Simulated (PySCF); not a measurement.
# C5H11BS (SMILES C=CCBCSC): what the fields show

```yaml
atoms:
  - { symbol: C, position_ang: [-2.7332, 0.8328, 0.7951] }
  - { symbol: C, position_ang: [-2.5624, 0.1093, -0.2963] }
  - { symbol: C, position_ang: [-1.6578, -1.0881, -0.3880] }
  - { symbol: B, position_ang: [-0.4266, -0.6278, -1.2667] }
  - { symbol: C, position_ang: [0.9262, -0.2942, -0.5412] }
  - { symbol: S, position_ang: [2.2116, 0.4636, -1.6053] }
  - { symbol: C, position_ang: [3.5382, 0.6149, -0.3708] }
  - { symbol: H, position_ang: [-3.3899, 1.6859, 0.8158] }
  - { symbol: H, position_ang: [-2.2328, 0.5936, 1.7196] }
  - { symbol: H, position_ang: [-3.0738, 0.3753, -1.2115] }
  - { symbol: H, position_ang: [-2.2150, -1.8957, -0.8671] }
  - { symbol: H, position_ang: [-1.3856, -1.4090, 0.6182] }
  - { symbol: H, position_ang: [-0.5401, -0.4924, -2.4229] }
  - { symbol: H, position_ang: [1.3685, -1.2022, -0.1219] }
  - { symbol: H, position_ang: [0.7619, 0.3913, 0.2940] }
  - { symbol: H, position_ang: [4.3798, 1.0867, -0.8667] }
  - { symbol: H, position_ang: [3.8234, -0.3725, -0.0163] }
  - { symbol: H, position_ang: [3.1991, 1.2348, 0.4555] }
```

Geometry: GFN2-xTB.

Computed with wB97X-D/def2-SVPD, SCF density, gas phase in PySCF.

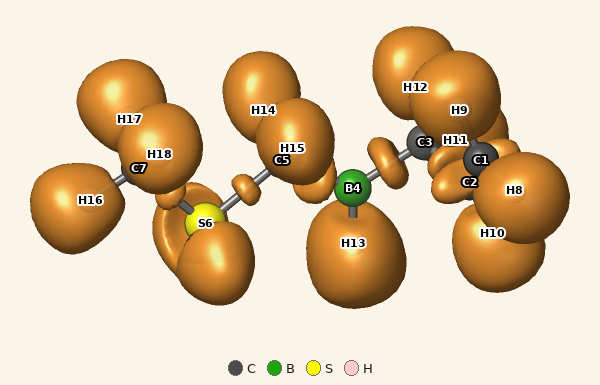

Figure 1. Isosurface of the electron localisation function at 0.85 (orange), seen from one side. Core shells and regions of very low density are left out.

What do the ELF domains correspond to?

Answer. The surface consists of two regions between bonded B–C atoms (shared pairs), two regions between bonded C–C atoms (shared pairs), two regions between bonded C–S atoms (shared pairs), eleven regions around hydrogen nuclei and one region wrapped around S (its lone pairs, merged into a ring or cap). Along the contacts the grid gives the following. C–C (1.32 Å): the ELF peaks at about 0.95 between the atoms: a multiple bond. C–B (1.57 Å): the ELF peaks at about 1 between the atoms; a shared electron pair.

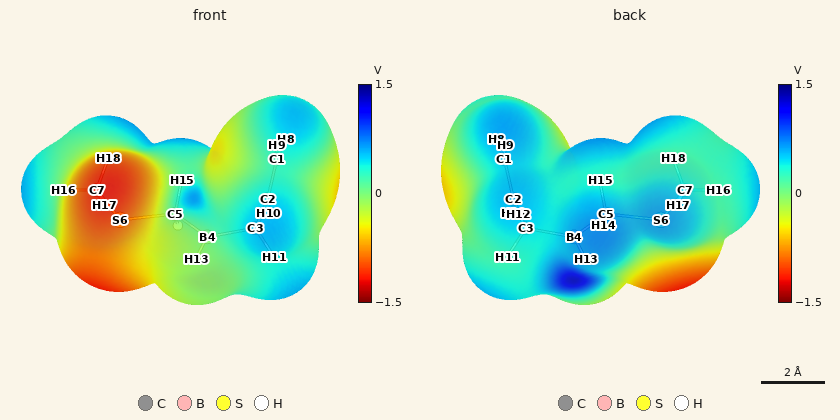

Figure 2. The molecular electrostatic potential painted on the density surface at 0.001 e/bohr³, seen from the front and from behind; red is negative and blue positive.

Describe the electrostatic potential map.

Answer. The most negative region (about −1.1 V, or −25 kcal/mol for a unit charge) lies over S6, the most positive (about +1.1 V, or +25 kcal/mol for a unit charge) over B4.

How polar is the molecule by this calculation?

Answer. Its dipole moment is 2.04 D.

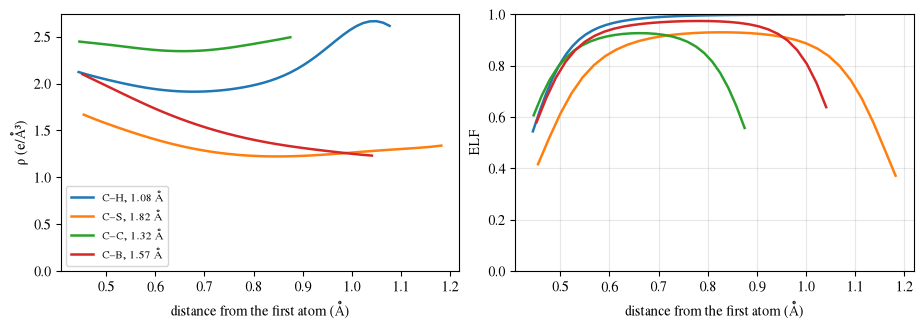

Figure 3. Total electron density and ELF along straight lines between neighbouring atoms. The curves leave out the atomic cores.

What can be read from the curves?

Answer. C–H (1.08 Å): ρ is about 2 e/Å³ halfway; the ELF climbs to about 1 towards the hydrogen, as it does in any bond to H; an ordinary covalent bond to hydrogen.
C–S (1.82 Å): ρ at the midpoint is about 1.2 e/Å³; the ELF peaks at about 0.95 between the atoms, as expected for localised, covalent bonding.
C–C (1.32 Å): ρ at the midpoint is about 2.3 e/Å³; the ELF peaks at about 0.95 between the atoms; a multiple bond.
C–B (1.57 Å): ρ is about 1.4 e/Å³ halfway; the ELF peaks at about 1 between the atoms, as expected for a shared electron pair.
